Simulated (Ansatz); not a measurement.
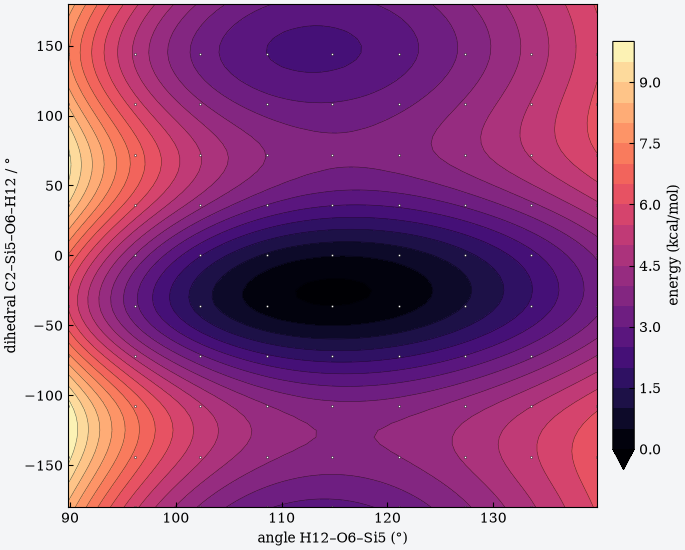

Energy landscape of C2H6FNOSi, SMILES CC1(F)N[SiH]1O. Coordinates scanned: (1) angle H12–O6–Si5; (2) dihedral C2–Si5–O6–H12. Nothing is relaxed (all other coordinates rigid). The grid has 9 × 10 points. All energies are given in kcal/mol relative to the lowest grid point. The calculation used RKS PBE-D4/def2-SVP in Ansatz.

The picture shows filled contours, dots at the grid points. Between grid points the surface is interpolated. 

Describe this landscape.

Answer. The lowest grid point is at angle H12–O6–Si5 = 114.8°, dihedral C2–Si5–O6–H12 = −36°. A higher local minimum lies near angle H12–O6–Si5 = 114.8°, dihedral C2–Si5–O6–H12 = 144° (2.4 kcal/mol above the lowest at that grid point). The highest grid point, angle H12–O6–Si5 = 89.8°, dihedral C2–Si5–O6–H12 = −108°, lies 9.7 kcal/mol above the lowest. On the interpolated surface the easiest way out of the lowest well to the well at about angle H12–O6–Si5 = 113°, dihedral C2–Si5–O6–H12 = 145° passes a barrier of about 3.7 kcal/mol. Round the minimum the two coordinates are weakly coupled (coupling −0.06 in units of the two stiffnesses).

Grid values (kcal/mol):

| dihedral C2–Si5–O6–H12 ↓, angle H12–O6–Si5 → | 89.8 | 96.1 | 102.3 | 108.6 | 114.8 | 121.1 | 127.3 | 133.6 | 139.8 |
| --- | --- | --- | --- | --- | --- | --- | --- | --- | --- |
| 144 | 7.6 | 4.9 | 3.3 | 2.5 | 2.4 | 2.8 | 3.6 | 4.7 | 5.9 |
| 108 | 8.5 | 5.8 | 4.1 | 3.2 | 3.0 | 3.4 | 4.1 | 5.0 | 6.1 |
| 72 | 9.6 | 6.8 | 5.0 | 4.0 | 3.6 | 3.8 | 4.3 | 5.0 | 6.0 |
| 36 | 9.0 | 6.1 | 4.1 | 3.0 | 2.5 | 2.6 | 3.1 | 3.9 | 4.9 |
| 0 | 7.0 | 4.0 | 2.0 | 0.9 | 0.5 | 0.7 | 1.4 | 2.4 | 3.6 |
| −36 | 6.0 | 3.1 | 1.3 | 0.3 | 0.0 | 0.3 | 1.0 | 2.1 | 3.4 |
| −72 | 7.6 | 4.9 | 3.1 | 2.1 | 1.7 | 1.9 | 2.5 | 3.4 | 4.5 |
| −108 | 9.7 | 6.9 | 5.1 | 4.0 | 3.6 | 3.8 | 4.2 | 5.0 | 5.9 |
| −144 | 9.7 | 6.9 | 5.1 | 4.1 | 3.8 | 4.0 | 4.6 | 5.4 | 6.4 |
| −180 | 8.4 | 5.6 | 3.9 | 3.0 | 2.8 | 3.2 | 3.9 | 4.9 | 6.1 |

Each point was launched as `ansatz run input.yaml --threads 1 --pin off --max-ram 2560MiB --backend cpu --events-out ev --progress --plain --runs-dir out`. Time for the 90 points that were run: 10 min on 1 thread of Arm Neoverse V2, on a shared host.
